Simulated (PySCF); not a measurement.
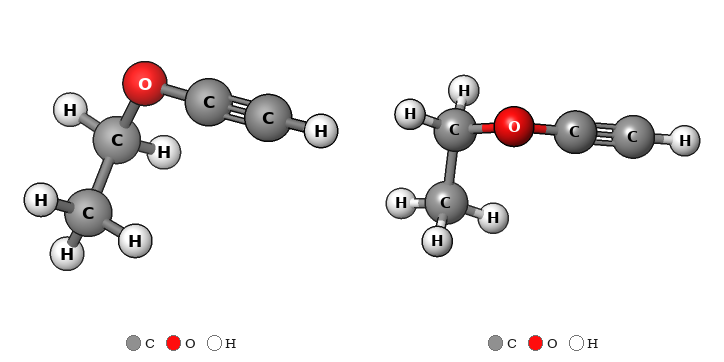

Both panels show the same species.

**Which formula does it have?**

C4H6O, 11 atoms: 4 carbon, 6 hydrogen and 1 oxygen.

**Name functional groups in it.**

Among them: ether, alkyne.

**How many bonds of each kind are drawn?**

6 C–H, 2 C–C, 2 C–O.

**Give a SMILES string for it.**

C#COCC

**Describe its rings.**

It has no ring.

More results for the same structure follow; atom numbers are the same in all pictures, views and colours differ. The computed structure is the end point of a PBE0-D3(BJ)/def2-TZVP optimisation. No frequency run is at hand to confirm it as a minimum.

Symmetry

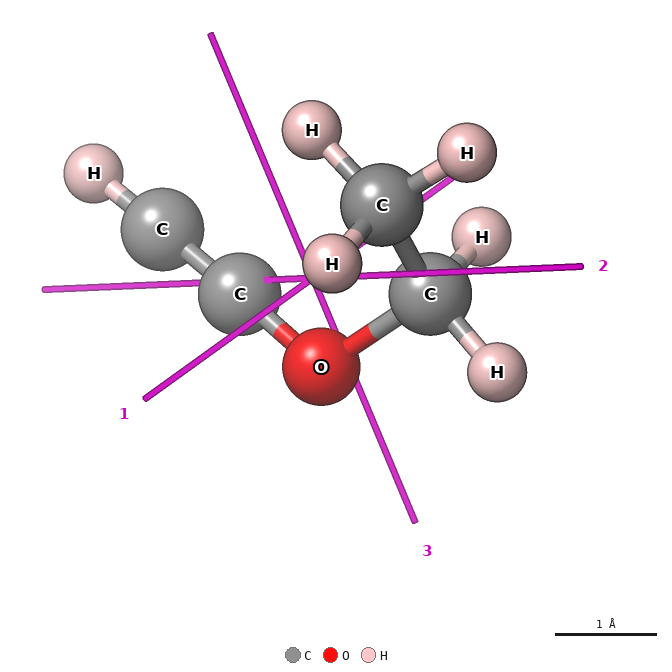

The three principal axes of inertia are drawn and numbered. Atoms fade into the background with distance from the viewer. No frequency run is at hand to confirm it as a minimum. Masses are those of the most abundant isotopes; constants are for the rigid equilibrium geometry.

**Which line is the a axis (least moment of inertia), which b and which c?**

a is line 2, b is line 3, c is line 1; the moments are 41.8, 148, 175 u Å².

**What kind of rotor is it, and what are its rotational constants in GHz?**

An asymmetric top (C1): A = 12.1, B = 3.41, C = 2.89 GHz. Ray's parameter κ is −0.89, close to the prolate limit.

NMR shielding

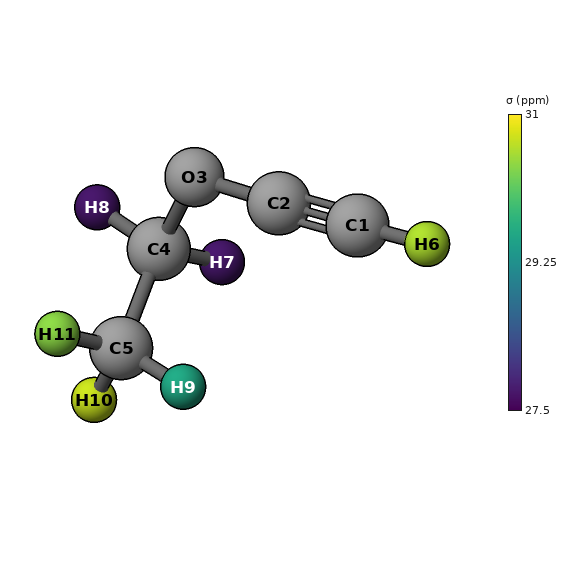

Atoms are coloured by their isotropic NMR shieldings (H only, the others grey). No frequency run is at hand to confirm it as a minimum. Level of theory: GIAO B97-2/pcSseg-2 NMR shielding, non-relativistic, gas phase (PySCF 2.14.0).

List the isotropic NMR shieldings of the H atoms.

```tsv
atom	σ (ppm)
H6	30.57
H7	27.74
H8	27.72
H9	29.60
H10	30.71
H11	30.40
```

Electronic properties

No frequency run is at hand to confirm it as a minimum. Level of theory: KT3/pcSseg-2, gas phase (PySCF 2.14.0).

What does the calculation give?

- dipole moment: 2.18 D
- HOMO energy (Kohn–Sham orbital): −5.74 eV
- LUMO energy (Kohn–Sham orbital): −0.31 eV
- HOMO–LUMO gap: 5.43 eV

Charges

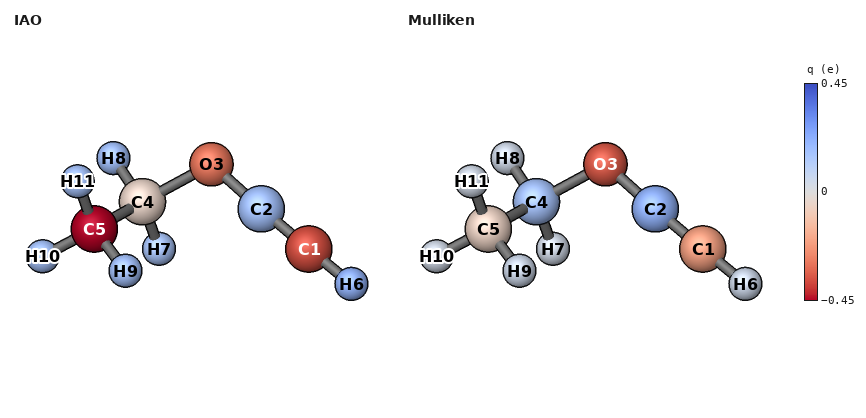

Atomic charges of one calculation by 2 schemes, on one colour scale. No frequency run is at hand to confirm it as a minimum. Method: PBE0/pcSseg-2 (PySCF 2.14.0).

**Which scheme gives the most polar picture (largest mean size of the charges)?**

The IAO charges are the largest in size here.

**On which atom do the schemes disagree most?**

On C5 (from −0.45 to −0.06 e).

List the charges (e), one line for each set of equivalent atoms.

```
atom    IAO  Mulliken
  C1  −0.36     −0.21
  C2   0.16      0.21
  O3  −0.30     −0.34
  C4  −0.05      0.15
  C5  −0.45     −0.06
  H6   0.20      0.05
  H7   0.15      0.04
  H8   0.16      0.04
  H9   0.16      0.05
 H10   0.16      0.04
 H11   0.16      0.04
```

Mulliken values depend strongly on the basis set and can even reverse the polarity of a bond.
